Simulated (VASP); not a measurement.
# Lattice of Cr (Chromium) across functionals and dispersion corrections, part 2 of 4

How close do the usual functionals, with and without dispersion, come to the cell of Cr (Chromium)? The start is a cell from a database of measured crystal structures.

VASP 6.6.1, plane waves and PAW; the level of theory is named at each step.

So far. Step 2 (Magnetic order: ferromagnetic): The moments fall under 0.1 μB, and the mesh shows no gap. Step 3 (Magnetic order: antiferromagnetic, q = (0, 0, 1/2)): The energy lies -4.7 meV an atom from the first pattern, a difference of sampling, since both runs hold the same state. The moments fall under 0.1 μB, and the mesh shows no gap.

### Step 4. Magnetic order: antiferromagnetic, q = (1/2, 1/2, 1/2)

Level of this step: LDA, spin-polarised from an antiferromagnetic start; plane waves and PAW (Cr_pv) (VASP).

Next, a pattern with opposite moments, which needs a doubled cell; q is given in the reciprocal vectors of the primitive cell.

Contents of INCAR:

```
SYSTEM = Cr
PREC = Accurate
ENCUT = 400
EDIFF = 1E-06
NELM = 100
ISMEAR = -1
SIGMA = 0.05
LREAL = .FALSE.
ALGO = Normal
GGA = CA
NBANDS = 19
ISPIN = 2
MAGMOM = 3 -3
LASPH = .TRUE.
LMAXMIX = 4
LORBIT = 11
LWAVE = .FALSE.
LCHARG = .FALSE.
KPAR = 4
ISIF = 2
```

Contents of POSCAR:

```
Cr
1.0
   -2.8839000000      2.8839000000      2.8839000000
    0.0000000000      0.0000000000      2.8839000000
    0.0000000000      2.8839000000      0.0000000000
Cr
2
Direct
    0.0000000000      0.0000000000      0.0000000000
    0.5000000000      0.0000000000      0.0000000000
```

Contents of KPOINTS:

```
Automatic mesh
0
Gamma
11 11 11
0 0 0
```

Potentials, in the order of the species: Cr_pv (PBE family, release 64).

Started as:

```
> mpirun -np 4 vasp_std
```

The program printed:

```text
[... set-up lines as in an earlier step ...]
 entering main loop
       N       E                     dE             d eps       ncg     rms          rms(c)
DAV:   1     0.204080821998E+03    0.20408E+03   -0.12140E+04  4312   0.129E+03
DAV:   2    -0.169546059029E+02   -0.22104E+03   -0.21627E+03  4316   0.394E+02
DAV:   3    -0.236655869348E+02   -0.67110E+01   -0.66394E+01  4537   0.830E+01
DAV:   4    -0.237689087053E+02   -0.10332E+00   -0.10313E+00  5749   0.929E+00
DAV:   5    -0.237705270013E+02   -0.16183E-02   -0.16066E-02  4735   0.108E+00    0.227E+01
DAV:   6    -0.210119953023E+02    0.27585E+01   -0.16304E+01  4379   0.454E+01    0.799E+00
DAV:   7    -0.211117055065E+02   -0.99710E-01   -0.48009E-01  4613   0.668E+00    0.468E+00
DAV:   8    -0.211148502292E+02   -0.31447E-02   -0.20028E-02  4795   0.182E+00    0.128E+00
DAV:   9    -0.211055100865E+02    0.93401E-02   -0.61383E-02  4762   0.210E+00    0.398E-01
DAV:  10    -0.211080939773E+02   -0.25839E-02   -0.12543E-02  4649   0.576E-01    0.263E-01
DAV:  11    -0.211095893742E+02   -0.14954E-02   -0.15455E-02  5238   0.807E-01    0.189E-01
DAV:  12    -0.211110258692E+02   -0.14365E-02   -0.39662E-02  5065   0.132E+00    0.105E-01
DAV:  13    -0.211112805285E+02   -0.25466E-03   -0.18707E-03  4543   0.300E-01    0.948E-02
DAV:  14    -0.211120174030E+02   -0.73687E-03   -0.51030E-02  5214   0.156E+00    0.695E-02
DAV:  15    -0.211122469839E+02   -0.22958E-03   -0.96847E-03  5045   0.705E-01    0.470E-02
DAV:  16    -0.211122361371E+02    0.10847E-04   -0.50142E-04  4448   0.235E-01    0.389E-02
DAV:  17    -0.211122362117E+02   -0.74638E-07   -0.81880E-06  5401   0.305E-02
   1 F= -.21112236E+02 E0= -.21106130E+02  d E =-.122114E-01  mag=    -0.0000
```

Run time: 6.6 s. Hardware: 4 MPI ranks of Intel Xeon 6975P-C (Granite Rapids), shared host; peak memory 0.53 GiB; 22 s of CPU time.

Parts of OUTCAR (step 4):

```text
  LATTYP: Found a simple cubic cell.
 ALAT       =     2.8839000000

The static configuration has the point symmetry O_h .

 Found     56 irreducible k-points:

   k-points           NKPTS =     56   k-points in BZ     NKDIM =     56   number of bands    NBANDS=     19

   dimension x,y,z NGX =    36 NGY =   20 NGZ =   20
   dimension x,y,z NGXF=    72 NGYF=   40 NGZF=   40

   ENCUT  =  400.0 eV  29.40 Ry    5.42 a.u.   8.15  4.70  4.70*2*pi/ulx,y,z

   NELECT =      24.0000    total number of electrons

 E-fermi :  10.0783

 spin component 1
 k-point     1 :       0.0000    0.0000    0.0000
  band No.  band energies     occupation
    ...
      8       5.9734      1.00000
      9       5.9734      1.00000
     10       9.2243      1.00000
     11       9.2243      1.00000
     12       9.2243      1.00000
     13      11.1285      0.00000
     14      11.1285      0.00000
     15      12.4443      0.00000
     16      12.4443      0.00000
     17      12.4443      0.00000
    ...

 k-point     2 :       0.0909    0.0000    0.0000
  band No.  band energies     occupation
    ...
      8       6.0630      1.00000
      9       6.0708      1.00000
     10       9.2175      1.00000
     11       9.2175      1.00000
     12       9.2835      1.00000
     13      11.0092      0.00000
     14      11.1740      0.00000
     15      12.2220      0.00000
     16      12.2220      0.00000
     17      12.3724      0.00000
    ...

 k-point     3 :       0.1818    0.0000    0.0000
  band No.  band energies     occupation
    ...
      8       6.3277      1.00000
      9       6.3277      1.00000
     10       9.2087      1.00000
     11       9.2087      1.00000
     12       9.4561      1.00000
     13      10.6638      0.00001
     14      11.3025      0.00000
     15      11.6781      0.00000
     16      11.6781      0.00000
     17      12.1643      0.00000
    ...

 k-point     4 :       0.2727    0.0000    0.0000
  band No.  band energies     occupation
    ...
      8       6.6302      1.00000
      9       6.7549      1.00000
     10       9.2330      1.00000
     11       9.2330      1.00000
     12       9.7318      0.99902
     13      10.1295      0.26442
     14      11.0276      0.00000
     15      11.0276      0.00000
     16      11.4967      0.00000
     17      11.8424      0.00000
    ...

  Total       -3.7825284     -3.7825284     -3.7825284     -0.0000000     -0.0000000      0.0000000
  in kB     -252.6691354   -252.6691354   -252.6691354     -0.0000000     -0.0000000      0.0000000
  external PRESSURE =    -252.6691354 kB  Pullay stress =       0.0000000 kB

  energy-cutoff  :      400.00
  volume of cell :       23.99
      direct lattice vectors                 reciprocal lattice vectors
    -2.883900000  2.883900000  2.883900000    -0.346752661  0.000000000  0.000000000
     0.000000000  0.000000000  2.883900000     0.346752661  0.000000000  0.346752661
     0.000000000  2.883900000  0.000000000     0.346752661  0.346752661  0.000000000

 POSITION                                       TOTAL-FORCE (eV/Angst)
 -----------------------------------------------------------------------------------
      0.00000      0.00000      0.00000         0.000000      0.000000      0.000000
     -1.44195      1.44195      1.44195        -0.000000     -0.000000     -0.000000
 -----------------------------------------------------------------------------------
    total drift:                               -0.000000     -0.000000      0.000000

  FREE ENERGIE OF THE ION-ELECTRON SYSTEM (eV)
  ---------------------------------------------------
  free  energy   TOTEN  =       -21.1122362117 eV

  energy  without entropy=      -21.1000247720  energy(sigma->0) =      -21.10613049

 total charge
# of ion       s       p       d       tot
------------------------------------------
    1        0.386   6.381   4.200  10.967
    2        0.386   6.381   4.200  10.967
--------------------------------------------------
tot          0.772  12.762   8.401  21.934

 magnetization (x)
# of ion       s       p       d       tot
------------------------------------------
    1        0.002   0.000   0.235   0.237
    2       -0.002  -0.000  -0.235  -0.237
--------------------------------------------------
tot          0.000   0.000   0.000   0.000

[... 1 part as in an earlier step ...]

[... 6 further parts left out ...]
```

At this level the cell is under a tension of 25.3 GPa, so at these settings it is away from equilibrium.

This step gave:

```
SCF cycles              : 17
irreducible k-points    : 56
symmetry operations     : 48
free energy (TOTEN)     : -21.11 eV
energy at zero smearing : -21.11 eV
Fermi energy            : 10.08 eV
pressure                : -25.27 GPa
```

Spin moment in the PAW sphere by atom:

```
atom  spin moment in the PAW sphere (μB)
 Cr1                               0.237
 Cr2                              -0.237
```

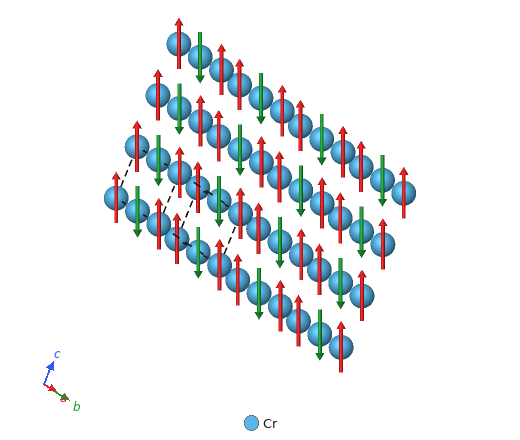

Spin moment in the PAW sphere as arrows, the longest 0.237 μB. Up and down stand for the sign. Arrows give size and sign along the axis of quantisation, drawn up and down the page. The two directions have two colours. 1×3×3 cells are drawn. Some periodic images of atoms are drawn too.

The energy lies -12.4 meV an atom from the first pattern. The run ends antiferromagnetic with a largest moment of 0.24 μB, and the mesh shows no gap.

### Step 5. The orders side by side

This step: collinear orders at LDA; plane waves and PAW (VASP 6.6.1).

This step runs nothing: it gathers the runs above.

Patterns, by row:

```
                                 start  atoms  energy less that of the first (meV/atom)  largest site moment (μB)          end state
                         ferromagnetic      1                                         0                         0       non-magnetic
    antiferromagnetic, q = (0, 0, 1/2)      2                                      -4.7                         0       non-magnetic
antiferromagnetic, q = (1/2, 1/2, 1/2)      2                                     -12.4                      0.24  antiferromagnetic
```

The session goes on in the lowest magnetic state found: antiferromagnetic, q = (1/2, 1/2, 1/2). Runs that ended non-magnetic differ by up to 4.7 meV an atom among themselves, which is the error from the unlike meshes of the cells.

### Step 6. Relaxation with LDA

This step: LDA, spin-polarised from an antiferromagnetic start; plane waves and PAW (Cr_pv) (VASP 6.6.1).

Properties are meant for the cell that this level of theory prefers, so cell and atoms are relaxed first (ISIF = 3) until forces and stress are small; EDIFFG sets the threshold.

Contents of INCAR:

```
SYSTEM = Cr
PREC = Accurate
ENCUT = 520
EDIFF = 1E-06
NELM = 100
ISMEAR = -1
SIGMA = 0.05
LREAL = .FALSE.
ALGO = Normal
GGA = CA
NBANDS = 19
ISPIN = 2
MAGMOM = 0.24 -0.24
LASPH = .TRUE.
LMAXMIX = 4
LORBIT = 11
LWAVE = .FALSE.
LCHARG = .FALSE.
KPAR = 4
IBRION = 2
NSW = 60
ISIF = 3
EDIFFG = -0.01
```

POSCAR is that of step 4.

KPOINTS is that of step 4.

Started as:

```
> mpirun -np 4 vasp_std
```

The program printed:

```text
[... set-up lines as in an earlier step ...]
 entering main loop
       N       E                     dE             d eps       ncg     rms          rms(c)
DAV:   1     0.237823591515E+03    0.23782E+03   -0.13922E+04  4256   0.154E+03
DAV:   2    -0.167848252197E+02   -0.25461E+03   -0.24910E+03  4324   0.438E+02
DAV:   3    -0.249628141273E+02   -0.81780E+01   -0.80599E+01  4519   0.934E+01
DAV:   4    -0.250891615014E+02   -0.12635E+00   -0.12618E+00  5635   0.106E+01
DAV:   5    -0.250914449958E+02   -0.22835E-02   -0.22795E-02  4958   0.130E+00    0.191E+01
DAV:   6    -0.210900459124E+02    0.40014E+01   -0.18463E+01  4622   0.492E+01    0.301E+00
DAV:   7    -0.211294885798E+02   -0.39443E-01   -0.10508E+00  4599   0.632E+00    0.197E+00
DAV:   8    -0.211040901252E+02    0.25398E-01   -0.61506E-02  4651   0.315E+00    0.101E+00
DAV:   9    -0.211013278056E+02    0.27623E-02   -0.33666E-03  4913   0.552E-01    0.226E-01
DAV:  10    -0.211005892230E+02    0.73858E-03   -0.58907E-03  4619   0.800E-01    0.646E-02
DAV:  11    -0.211005611250E+02    0.28098E-04   -0.17452E-04  5519   0.129E-01    0.289E-02
DAV:  12    -0.211005664487E+02   -0.53237E-05   -0.47587E-05  4987   0.546E-02    0.142E-02
DAV:  13    -0.211005704897E+02   -0.40411E-05   -0.34125E-05  5195   0.484E-02    0.119E-02
DAV:  14    -0.211005703020E+02    0.18777E-06   -0.71525E-07  2867   0.102E-02
   1 F= -.21100570E+02 E0= -.21094352E+02  d E =-.211006E+02  mag=     0.0000
 curvature:   0.00 expect dE= 0.000E+00 dE for cont linesearch  0.000E+00
 trial: gam= 0.00000 g(F)=  0.197E-59 g(S)=  0.967E+00 ort = 0.000E+00 (trialstep = 0.100E+01)
 search vector abs. value=  0.967E+00
 bond charge predicted
       N       E                     dE             d eps       ncg     rms          rms(c)
DAV:   1    -0.451696433920E+02   -0.24069E+02   -0.48635E+02  4334   0.270E+02    0.668E+01
DAV:   2    -0.218822596334E+02    0.23287E+02   -0.77697E+01  4335   0.118E+02    0.141E+01
DAV:   3    -0.208732354020E+02    0.10090E+01   -0.34805E+00  4529   0.185E+01    0.118E+01
DAV:   4    -0.205882859164E+02    0.28495E+00   -0.39514E-01  4448   0.768E+00    0.225E+00
DAV:   5    -0.205674749478E+02    0.20811E-01   -0.56659E-02  4673   0.253E+00    0.541E-01
DAV:   6    -0.205682178438E+02   -0.74290E-03   -0.48328E-03  5592   0.491E-01    0.219E-01
DAV:   7    -0.205677443906E+02    0.47345E-03   -0.28906E-04  4360   0.157E-01    0.824E-02
DAV:   8    -0.205677219798E+02    0.22411E-04   -0.24506E-05  4591   0.626E-02    0.198E-02
DAV:   9    -0.205677188526E+02    0.31272E-05   -0.68927E-07  2932   0.107E-02    0.391E-03
DAV:  10    -0.205677186404E+02    0.21220E-06   -0.13455E-07  2530   0.424E-03
   2 F= -.20567719E+02 E0= -.20562434E+02  d E =0.532852E+00  mag=    -0.0000
[...]
3 F= -.21291983E+02 E0= -.21286154E+02  d E =-.191413E+00  mag=     0.0000
[...]
4 F= -.21292599E+02 E0= -.21286782E+02  d E =-.192029E+00  mag=     0.0000
[...]
5 F= -.21292585E+02 E0= -.21286772E+02  d E =-.192014E+00  mag=     0.0000
[...]
6 F= -.21292576E+02 E0= -.21286757E+02  d E =0.915750E-05  mag=    -0.0000
 trial-energy change:    0.000009  1 .order    0.000003   -0.000103    0.000110
 step:   0.3888(harm=  0.4234)  dis= 0.00000  next Energy=   -21.292607 (dE=-0.223E-04)
 bond charge predicted
       N       E                     dE             d eps       ncg     rms          rms(c)
DAV:   1    -0.212933644880E+02   -0.78860E-03   -0.15250E-02  4268   0.167E+00    0.244E-01
DAV:   2    -0.212926364518E+02    0.72804E-03   -0.36257E-03  4284   0.666E-01    0.417E-02
DAV:   3    -0.212926211229E+02    0.15329E-04   -0.26131E-05  4505   0.627E-02    0.235E-02
DAV:   4    -0.212926135276E+02    0.75953E-05   -0.80259E-06  4553   0.305E-02    0.387E-03
DAV:   5    -0.212926134422E+02    0.85429E-07   -0.27045E-07  2317   0.659E-03
   7 F= -.21292613E+02 E0= -.21286798E+02  d E =-.286847E-04  mag=     0.0000
 curvature:  -0.21 expect dE=-0.362E-06 dE for cont linesearch -0.362E-06
 trial: gam= 0.00000 g(F)=  0.150E-59 g(S)=  0.172E-05 ort =-0.142E-04 (trialstep = 0.778E+00)
 search vector abs. value=  0.172E-05
 reached required accuracy - stopping structural energy minimisation
```

Elapsed: 31 s, on 4 MPI ranks; peak memory 0.72 GiB.

Parts of OUTCAR (step 6):

```text
   ENCUT  =  520.0 eV  38.22 Ry    6.18 a.u.   9.29  5.36  5.36*2*pi/ulx,y,z

   NELECT =      24.0000    total number of electrons

 E-fermi :  11.5233

 spin component 1
 k-point     1 :       0.0000    0.0000    0.0000
  band No.  band energies     occupation
    ...
      8       6.7851      1.00000
      9       6.7851      1.00000
     10      10.5355      1.00000
     11      10.5355      1.00000
     12      10.5355      1.00000
     13      12.7119      0.00000
     14      12.7119      0.00000
     15      14.2343      0.00000
     16      14.2343      0.00000
     17      14.2343      0.00000
    ...

 k-point     2 :       0.0909    0.0000    0.0000
  band No.  band energies     occupation
    ...
      8       6.8853      1.00000
      9       6.9051      1.00000
     10      10.5269      1.00000
     11      10.5269      1.00000
     12      10.6023      1.00000
     13      12.5693      0.00000
     14      12.7659      0.00000
     15      13.9764      0.00000
     16      13.9764      0.00000
     17      14.1498      0.00000
    ...

  Total       -0.0048786     -0.0048786     -0.0048786      0.0000000      0.0000000      0.0000000
  in kB       -0.3603953     -0.3603953     -0.3603953      0.0000000      0.0000000      0.0000000
  external PRESSURE =      -0.3603953 kB  Pullay stress =       0.0000000 kB

 POSITION                                       TOTAL-FORCE (eV/Angst)
 -----------------------------------------------------------------------------------
      0.00000     -0.00000      0.00000        -0.000000     -0.000000     -0.000000
     -1.39437      1.39437      1.39437         0.000000      0.000000      0.000000
 -----------------------------------------------------------------------------------
    total drift:                                0.000000     -0.000000     -0.000000

  FREE ENERGIE OF THE ION-ELECTRON SYSTEM (eV)
  ---------------------------------------------------
  free  energy   TOTEN  =       -21.2926134422 eV

  energy  without entropy=      -21.2809829276  energy(sigma->0) =      -21.28679818

 reached required accuracy - stopping structural energy minimisation

 magnetization (x)
# of ion       s       p       d       tot
------------------------------------------
    1        0.000   0.000  -0.000   0.000
    2       -0.000  -0.000   0.000  -0.000
--------------------------------------------------
tot          0.000   0.000   0.000   0.000

[... 5 parts as in an earlier step ...]

[... 11 further parts left out ...]
```

CONTCAR:

```
Cr
   1.00000000000000
    -2.7887487844816041    2.7887487844816041    2.7887487844816041
     0.0000000000000000   -0.0000000000000000    2.7887487844816041
    -0.0000000000000000    2.7887487844816041   -0.0000000000000000
  Cr
     2
Direct
     0.0000000000000000    0.0000000000000000    0.0000000000000000
     0.5000000000000000    0.0000000000000000    0.0000000000000000
```

The moments of the start collapse, so the state is non-magnetic. After so large a change of volume the plane waves of the start cell no longer fit, so the final stress carries a basis-set error. The run keeps the 48 symmetry operations of its start, so it cannot find a distortion of lower symmetry.

The steps of the relaxation:

```
step  energy less that of the first step (eV)  largest force (eV/Å)  pressure (GPa)  volume (Å³)
   1                                   0.0000                0.0000          -24.42        23.99
   2                                   0.5329                0.0000           77.13        18.18
   3                                  -0.1914                0.0000           -1.76        21.81
   4                                  -0.1920                0.0000           -0.43        21.71
   5                                  -0.1920                0.0000            0.30        21.66
   6                                  -0.1920                0.0000           -0.32        21.72
   7                                  -0.1920                0.0000           -0.04        21.69
```

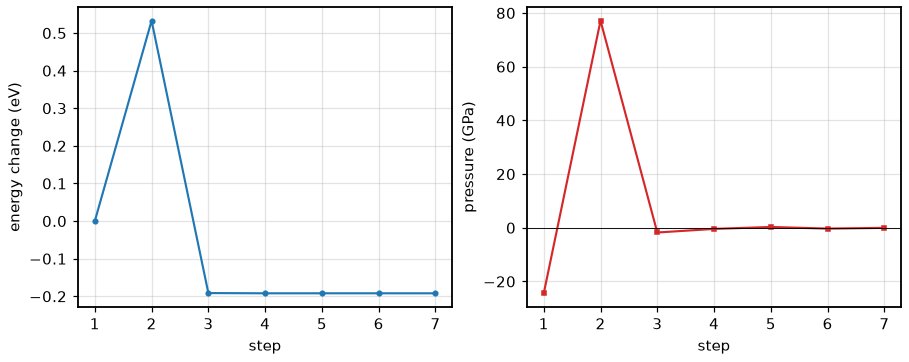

Energy and pressure along the relaxation.

```
     cell as run  before  after  change
           a (Å)   4.995  4.830  -3.3 %
           b (Å)   2.884  2.789  -3.3 %
           c (Å)   2.884  2.789  -3.3 %
volume (Å³/atom)   11.99  10.84  -9.6 %
```

Final coordinates:

```xyz
2
Lattice="-2.7887 2.7887 2.7887 0.0000 0.0000 2.7887 0.0000 2.7887 0.0000" Properties=species:S:1:pos:R:3 pbc="T T T"
Cr    0.0000    0.0000    0.0000
Cr   -1.3944    1.3944    1.3944
```

Numbers from this step:

* free energy (TOTEN): -21.29 eV
* energy at zero smearing: -21.29 eV
* Fermi energy: 11.52 eV
* pressure: -0.03604 GPa
* SCF cycles over all ionic steps: 53

The spin moment in the PAW sphere vanishes on all atoms.

It ends with forces that vanish by symmetry and a pressure of -0.04 GPa. The volume lies -9.6 % from that of the database's start, which holds the thermal and zero-point expansion of its experiment. LDA is known to overbind. The conventional cell has a = 2.789 Å. The moments are lost on the way, which shrinks a magnet's cell; a magnetic solution may have been missed.

(Part 2 of 4 ends here.)

[Lines on the potential files, build, host, timing and source positions are cut from VASP's logs without a mark.]

[Logs are printed without paths, hosts, clocks, repeated set-up lines and the standing remarks that a program may print on its own settings, such as how far it seeks lower states.]

[Hosts, paths, dates, database ids (printed as entryN), source tags and the programs' standing remarks are cut or masked in the printed files.]

[A measured line is paired with the nearest computed mode of its activity, which favours agreement.]
